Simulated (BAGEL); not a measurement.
# ROHF/6-31G(d) (density fitting with qzvpp-jkfit, spherical functions) run of SiNH4O (SMILES N[SiH]O)

Aim: the vertical doublet–quartet gap of SiNH4O at ROHF/6-31G* (density fitting with qzvpp-jkfit, spherical functions), from 2 runs. 

The results are computed with BAGEL 1.2.2.

3 further runs of the same task are left out: 2 that didn't finish, 1 set aside as unsound or not needed. Runs told in other sessions of the task aren't counted.

### Step 1. The system as given

SiNH4O has 7 atoms, charge 0, and is taken as a doublet. SMILES: `N[SiH]O`. Geometry: relaxed at PBE0-D4/def2-TZVP. This is one conformer, not always the lowest.

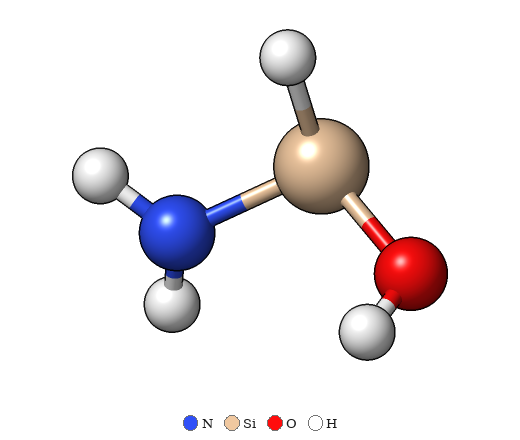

Viewed from a chosen angle; nitrogen blue, silicon light orange, oxygen red, hydrogen white.

### Step 2. A single-point energy at ROHF/6-31G(d) (density fitting with qzvpp-jkfit, spherical functions)

job.json

```json
{ "bagel": [

{
  "title": "molecule",
  "basis": "6-31gs.json",
  "df_basis": "qzvpp-jkfit",
  "angstrom": "true",
  "geometry": [
    { "atom": "N", "xyz": [      -0.694900,       0.548300,      -0.575200 ] },
    { "atom": "Si", "xyz": [       0.293100,       0.159000,       0.781300 ] },
    { "atom": "O", "xyz": [       1.622900,      -0.672400,       0.270300 ] },
    { "atom": "H", "xyz": [      -0.355900,       1.168100,      -1.294800 ] },
    { "atom": "H", "xyz": [      -1.685800,       0.673200,      -0.432900 ] },
    { "atom": "H", "xyz": [      -0.599100,      -0.661900,       1.664700 ] },
    { "atom": "H", "xyz": [       1.480900,      -1.282400,      -0.459000 ] }
  ]
},

{ "title": "rohf", "nopen": 1 },

{ "title": "print", "file": "orbitals.molden", "orbitals": "true" }

]}
```

The basis set 6-31G* is read from a file made from the Basis Set Exchange's data (not shown).

Command:

```console
$ BAGEL_NUM_THREADS=1 BAGEL job.json > job.out
```

The program printed:

```text
* using 1 threads per process

  ===============================================================
  ===============================================================

  *** Geometry ***

  { "atom" : "N", "xyz" : [     -1.313171,      1.036137,     -1.086970 ] },
  { "atom" : "Si", "xyz" : [      0.553879,      0.300466,      1.476443 ] },
  { "atom" : "O", "xyz" : [      3.066837,     -1.270652,      0.510793 ] },
  { "atom" : "H", "xyz" : [     -0.672554,      2.207389,     -2.446817 ] },
  { "atom" : "H", "xyz" : [     -3.185700,      1.272164,     -0.818062 ] },
  { "atom" : "H", "xyz" : [     -1.132135,     -1.250810,      3.145827 ] },
  { "atom" : "H", "xyz" : [      2.798495,     -2.423385,     -0.867384 ] },

  Number of auxiliary basis functions:      354

  Since a DF basis is specified, we compute 2- and 3-index integrals:
    o Being stored without compression. Storage requirement is 0.008 GB

  Number of basis functions:       54
  Number of electrons      :       33

    * METHOD: MOLECULE                             0.09

  *** Open-shell HF ***

  === Nuclear Repulsion ===
   111.0336687933

      * DIIS with orbital gradients will be used.

  === ROHF iteration (6-31gs.json) ===
      0       -420.30197652          0.06618973           0.03
      1       -420.47401650          0.04048584           0.03
      2       -420.53252182          0.02491565           0.03
      3       -420.56652364          0.00149146           0.03
      4       -420.56700492          0.00064281           0.03
      5       -420.56713873          0.00024487           0.03
      6       -420.56716472          0.00005216           0.03
      7       -420.56718334          0.00001263           0.03
      8       -420.56718670          0.00000444           0.03
      9       -420.56718710          0.00000148           0.03
     10       -420.56718721          0.00000068           0.03
     11       -420.56718723          0.00000027           0.03
     12       -420.56718723          0.00000010           0.03
     13       -420.56718723          0.00000004           0.03
     14       -420.56718723          0.00000002           0.03
     15       -420.56718723          0.00000001           0.03
    * SCF iteration converged.

    * S^2 (ROHF) is 0.7500

    * Permanent dipole moment:
           (    0.624235,    -0.281812,     0.592012) a.u.

    * METHOD: ROHF                                 0.54

    * METHOD: PRINT                                0.01

  ===============================================================
```

Run time: 0.76 s. Hardware: 1 thread of Arm Neoverse V2, shared host.

### Step 3. The quartet at the same level

calc.json

```json
{ "bagel": [

{
  "title": "molecule",
  "basis": "6-31gs.json",
  "df_basis": "qzvpp-jkfit",
  "angstrom": true,
  "geometry": [
    { "atom": "N", "xyz": [   -0.694900,    0.548300,   -0.575200 ] },
    { "atom": "Si", "xyz": [    0.293100,    0.159000,    0.781300 ] },
    { "atom": "O", "xyz": [    1.622900,   -0.672400,    0.270300 ] },
    { "atom": "H", "xyz": [   -0.355900,    1.168100,   -1.294800 ] },
    { "atom": "H", "xyz": [   -1.685800,    0.673200,   -0.432900 ] },
    { "atom": "H", "xyz": [   -0.599100,   -0.661900,    1.664700 ] },
    { "atom": "H", "xyz": [    1.480900,   -1.282400,   -0.459000 ] }
  ]
},
{ "title": "rohf", "nopen": 3 },
{ "title": "print", "file": "orbitals.molden", "orbitals": true }

]}
```

The basis set 6-31G* is read from a file made from the Basis Set Exchange's data (not shown).

Command:

```console
$ BAGEL_NUM_THREADS=1 BAGEL calc.json > calc.out
```

The program printed:

```text
* using 1 threads per process

  ===============================================================
  ===============================================================

  *** Geometry ***

  { "atom" : "N", "xyz" : [     -1.313171,      1.036137,     -1.086970 ] },
  { "atom" : "Si", "xyz" : [      0.553879,      0.300466,      1.476443 ] },
  { "atom" : "O", "xyz" : [      3.066837,     -1.270652,      0.510793 ] },
  { "atom" : "H", "xyz" : [     -0.672554,      2.207389,     -2.446817 ] },
  { "atom" : "H", "xyz" : [     -3.185700,      1.272164,     -0.818062 ] },
  { "atom" : "H", "xyz" : [     -1.132135,     -1.250810,      3.145827 ] },
  { "atom" : "H", "xyz" : [      2.798495,     -2.423385,     -0.867384 ] },

  Number of auxiliary basis functions:      354

  Since a DF basis is specified, we compute 2- and 3-index integrals:
    o Being stored without compression. Storage requirement is 0.008 GB

  Number of basis functions:       54
  Number of electrons      :       33

    * METHOD: MOLECULE                             0.09

  *** Open-shell HF ***

  === Nuclear Repulsion ===
   111.0336687933

      * DIIS with orbital gradients will be used.

  === ROHF iteration (6-31gs.json) ===
      0       -419.94932767          0.06014342           0.03
      1       -420.10698845          0.04667442           0.03
      2       -420.19612678          0.03148564           0.03
      3       -420.26782774          0.00631893           0.03
      4       -420.28864729          0.00510590           0.03
      5       -420.30473168          0.00359274           0.03
      6       -420.30844622          0.00187440           0.03
      7       -420.31107482          0.00123570           0.03
      8       -420.31272592          0.00060570           0.03
      9       -420.31348410          0.00043347           0.03
     10       -420.31383765          0.00027092           0.03
     11       -420.31401436          0.00021009           0.03
     12       -420.31416315          0.00012641           0.03
     13       -420.31420922          0.00006760           0.03
     14       -420.31421508          0.00003190           0.03
     15       -420.31421452          0.00001791           0.03
     16       -420.31421385          0.00001120           0.03
     17       -420.31421398          0.00000657           0.03
     18       -420.31421381          0.00000369           0.03
     19       -420.31421372          0.00000267           0.03
     20       -420.31421370          0.00000202           0.03
     21       -420.31421367          0.00000150           0.03
     22       -420.31421367          0.00000104           0.03
     23       -420.31421367          0.00000076           0.03
     24       -420.31421368          0.00000051           0.03
     25       -420.31421367          0.00000031           0.03
     26       -420.31421366          0.00000021           0.03
     27       -420.31421366          0.00000013           0.03
     28       -420.31421365          0.00000008           0.03
     29       -420.31421365          0.00000006           0.03
     30       -420.31421364          0.00000004           0.03
     31       -420.31421364          0.00000003           0.03
     32       -420.31421364          0.00000002           0.03
     33       -420.31421364          0.00000002           0.03
     34       -420.31421364          0.00000001           0.03
     35       -420.31421364          0.00000001           0.03
    * SCF iteration converged.

    * S^2 (ROHF) is 3.7500

    * Permanent dipole moment:
           (    0.735440,     0.089594,     0.734790) a.u.

    * METHOD: ROHF                                 1.17

    * METHOD: PRINT                                0.01

  ===============================================================
```

Wall time 1.4 s (1 thread of Arm Neoverse V2, shared host).

### Step 4. What came out

Level: ROHF/6-31G* (density fitting with qzvpp-jkfit, spherical functions).

```
                                        quantity          value
                           doublet: total energy  -420.56719 Eh
                          doublet: dipole moment         2.30 D
                                   doublet: ⟨S²⟩          0.750
                           quartet: total energy  -420.31421 Eh
                          quartet: dipole moment         2.65 D
                                   quartet: ⟨S²⟩          3.750
vertical energy of the quartet above the doublet       6.884 eV
```

What this shows: At this shape the quartet lies 6.88 eV (159 kcal/mol) above the doublet.
